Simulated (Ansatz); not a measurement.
Profile along the Nb–Nb line in Nb3Sn (A15, Cr3Si type)

Nb₃Sn (A15, Cr3Si type)

```cif
data_Nb6Sn2
_chemical_formula_sum 'Nb6 Sn2'
_space_group_name_H-M_alt 'Pm-3n'
_space_group_IT_number 223
_space_group_name_Hall '-P 4n 2 3'
_cell_length_a 5.30438
_cell_length_b 5.30438
_cell_length_c 5.30438
_cell_angle_alpha 90.000
_cell_angle_beta 90.000
_cell_angle_gamma 90.000
loop_
_atom_site_label
_atom_site_type_symbol
_atom_site_symmetry_multiplicity
_atom_site_Wyckoff_symbol
_atom_site_fract_x
_atom_site_fract_y
_atom_site_fract_z
_atom_site_occupancy
Nb1 Nb 6 c 0.00000 0.50000 0.25000 1
Sn1 Sn 2 a 0.00000 0.00000 0.00000 1
```

Fields along a shortest Nb–Nb line of a {110} plane (2.65 Å), from Nb to Nb, interpolated on the slice's grid (step about 0.3 Å). Computed with r2SCAN (plane waves to 500 eV, PAW, scalar-relativistic; Ansatz, an electronic-structure program). k mesh 9×9×9. Inside the PAW spheres the values are not all-electron values, and peaks at nuclei hang on which shells count as valence. Nb3Sn is run without spin polarisation. Nb3Sn was relaxed with its symmetry unable to fall.

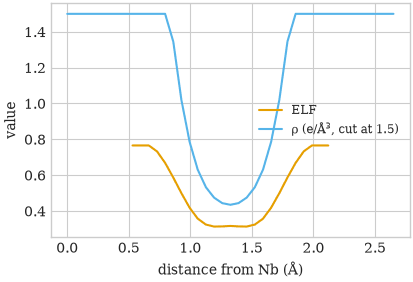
Fig. 1. ELF (away from the nuclei) and valence density from Nb to Nb.

Density on the Nb–Nb line (2.65 Å) at its midpoint: 0.43 e/Å³. ELF at that point: 0.32.
